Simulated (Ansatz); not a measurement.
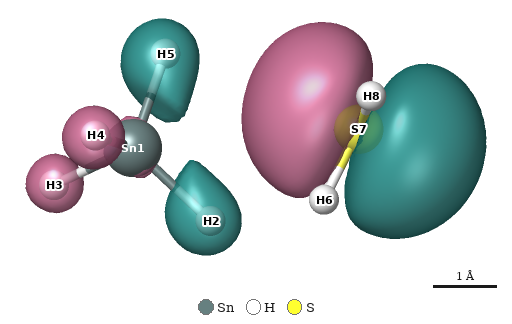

Figure. H$_{4}$Sn···H$_{2}$S. The HOMO at ±0.08 Å⁻³ᐟ² (teal and pink are the two phases), seen at a tilt.

Core potentials replace the inner electrons of Sn; not at a stationary point (largest force 0.7 eV/Å).

These are results of RHF/def2-TZVP in Ansatz, not measurements.

```xyz
8

Sn   -1.0790   -0.6786   -0.2787
H     0.4519   -1.0720    0.3488
H    -1.4456   -1.7760   -1.5346
H    -2.2289   -0.8743    0.9709
H    -1.1721    0.9092   -0.8709
H     1.9472    0.1483    0.3675
S     2.0279    1.4203   -0.0562
H     1.4985    1.9230    1.0534
```

> What is the character of this orbital?

It lies mainly on S7 (about 80 %); largely a lone pair of S7. Its energy is −10.29 eV.
